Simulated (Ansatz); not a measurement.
CH4BS (SMILES C[B]S) (doublet)

The calculation's input:

```
crystal:
  periodic: [false, false, false]
  atoms:
    - { symbol: C, position_ang: [-0.809, 0.3444, -0.1193] }
    - { symbol: B, position_ang: [0.0031, -0.9437, -0.1027] }
    - { symbol: S, position_ang: [1.8356, -0.8775, -0.3911] }
    - { symbol: H, position_ang: [-1.5461, 0.3251, -0.9367] }
    - { symbol: H, position_ang: [-0.2022, 1.2578, -0.3437] }
    - { symbol: H, position_ang: [-1.3639, 0.5357, 0.8459] }
    - { symbol: H, position_ang: [2.1437, -0.7098, 1.0018] }
basis:
  gaussian:
    orbitals: cc-pVTZ
hamiltonian:
  xc: pbe0
magnetization:
  spin_polarized: true
  initial_magnetization: 1.0
output:
  orbitals: {}
```

All numbers below come from Ansatz, SCF PBE0, Gaussian basis.

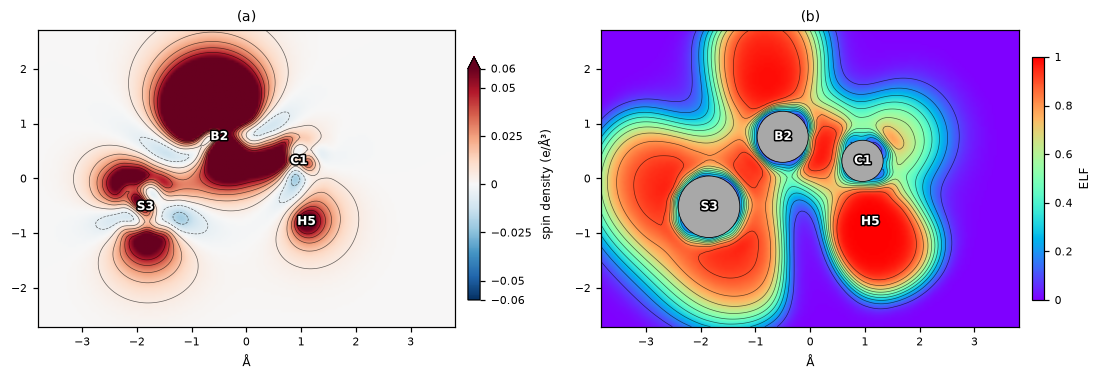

Figure 1. (a) spin density; (b) electron localisation function on the plane of atoms B2, C1 and H5. Grey discs cover the atomic cores in the ELF map.

Q: Interpret the plot.

A:
- Atoms in the plane: C, B, S and H.
- C–B (1.52 Å): the ELF peaks at about 0.95 between the atoms (localised, covalent bonding).
- B–S (1.86 Å): the ELF peaks at about 0.95 between the atoms (a shared electron pair).
- C–H (1.12 Å): the ELF climbs to about 1 towards the hydrogen, as it does in any bond to H: an ordinary covalent bond to hydrogen.
- The ELF also peaks beside S3 and B2, away from the bonds: non-bonding electrons, paired or unpaired.
- The unpaired spin (1 electron) lies mostly on B2 (about 0.7), S3 (about 0.1) and C1 (about 0.1), in electrons by Hirshfeld's partition.

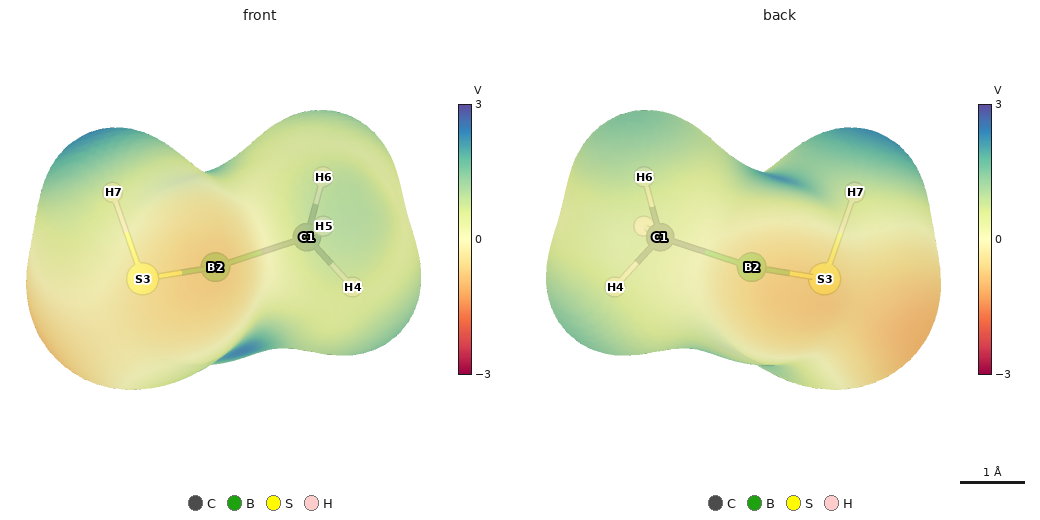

Figure 2. The molecular electrostatic potential painted on the density surface at 0.004 e/bohr³, seen from the front and from behind; the colour scale runs from red (negative) to blue (positive).

Q: Describe the electrostatic potential map.

A: The most negative region (about −1.1 V) lies over S3, the most positive (about +2.3 V) over B2 and H7.

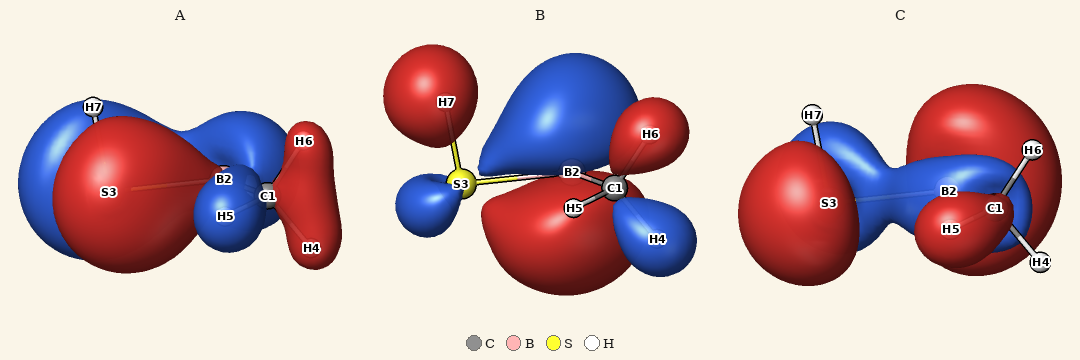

Figure 3. Three frontier orbitals at ±0.1 Å⁻³ᐟ² (blue and red are the two phases), in no order.

Q: Order the three orbitals by energy and name them. All are α orbitals.

A: A is the HOMO−1 (α) (−7.75 eV). By Hirshfeld shares it lies mainly on S3 (about 65 %), B2 (about 20 %) and C1 (about 5 %). C is the HOMO (α) (−5.46 eV). Its weight (Hirshfeld) is mainly on B2 (about 55 %), S3 (about 30 %) and C1 (about 10 %). B is the LUMO (α) (−2.00 eV). Its weight (Hirshfeld) is mainly on B2 (about 60 %), S3 (about 15 %), C1 (about 10 %) and H7 (about 10 %).

Q: What is the gap between the highest occupied and lowest empty α orbitals?

A: 3.46 eV between the orbital energies.

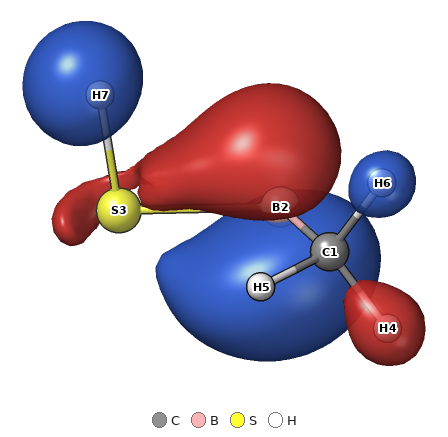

Figure 4. The LUMO (β) at ±0.15 Å⁻³ᐟ² (blue and red are the two phases), seen at an oblique angle.

Q: What is the character of this orbital?

A: It lies mainly on B2 (about 55 %), S3 (about 20 %), H7 (about 10 %) and C1 (about 10 %). Its energy is −1.47 eV.
